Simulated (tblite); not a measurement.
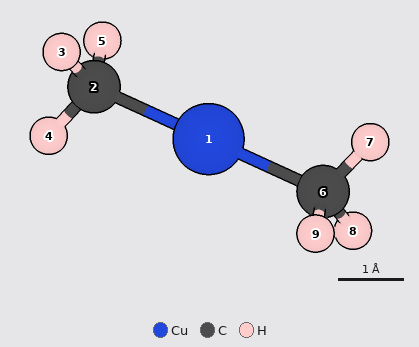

*The input geometry (ball-and-stick view, seen at a tilt; atoms are numbered from 1 in the order of the input). Sticks mark near contacts.*

**Energy and gradient calculation, with input and output: C₂H₆Cu**

The run: energy and gradient calculation of C₂H₆Cu, multiplicity 2. Method and program: GFN2-xTB, R-SCC (tblite 0.8.0).

The geometry comes from this level: GFN2-xTB.

**Input (run.py)**
```python
"""GFN2-xTB energy and gradient with ASE"""
import json
import numpy as np
from ase.io import read
from tblite.ase import TBLite
from ase.units import kJ, mol as mol_
from ase.units import Debye

system = read("geom.xyz")
start = system.get_positions()

system.calc = TBLite(method="GFN2-xTB", multiplicity=2, accuracy=0.1, verbosity=0)
print(f"Energy: {system.get_potential_energy() / (kJ / mol_):.6f} kJ/mol")
print(f"Dipole: {np.linalg.norm(system.get_dipole_moment()) / Debye:.4f} D")
print("Charges:", np.round(system.get_charges(), 4))
print("Forces (eV/angstrom):")
for a, F in zip(system, system.get_forces()):
    print(f"{a.symbol:<2} {F[0]:11.6f} {F[1]:11.6f} {F[2]:11.6f}")
json.dump(dict(energy=system.get_potential_energy(), forces=system.get_forces().tolist(), dipole=system.get_dipole_moment().tolist(), charges=system.get_charges().tolist(),
               symbols=system.get_chemical_symbols(), start=start.tolist(), final=system.positions.tolist()), open("results.json", "w"))
```

**File geom.xyz**
```
9

Cu    -0.000380    -0.000180     0.000110
C     -0.003480    -0.014270     2.046010
H     -0.437410     0.901540     2.465530
H      1.007770    -0.102610     2.461190
H     -0.583110    -0.852130     2.451970
C      0.003420     0.014320    -2.045940
H     -1.011570     0.019380    -2.461450
H      0.511810    -0.862460    -2.465150
H      0.512940     0.896430    -2.452260
```

Run on 1 thread of Intel Xeon @ 2.50GHz (Skylake/Cascade Lake), 189 GiB of memory available, shared host.

Launch command:
```bash
python run.py
```

**What the program printed**
```
Energy: -29313.442041 kJ/mol
Dipole: 0.0012 D
Charges: [ 0.0553 -0.1691  0.0472  0.0471  0.0472 -0.1691  0.0472  0.0472  0.0471]
Forces (eV/angstrom):
Cu    0.003156    0.001874   -0.001747
C    -0.000183   -0.003229   -0.110967
H    -0.005409    0.012792   -0.045167
H     0.019359    0.003950   -0.047015
H    -0.015348   -0.013414   -0.043626
C     0.001715    0.003651    0.110341
H    -0.016767   -0.006512    0.044883
H     0.002676   -0.016539    0.045818
H     0.010800    0.017426    0.047481
```

**Key numbers**

- outcome: converged
- total energy: −11.164900 hartree
- largest force: 0.111 eV/Å
- dipole moment: 0.00 D
- wall time: 2.6 s
- peak memory: 0.084 GiB

The record of the run, not the program, notes: no spin polarisation.
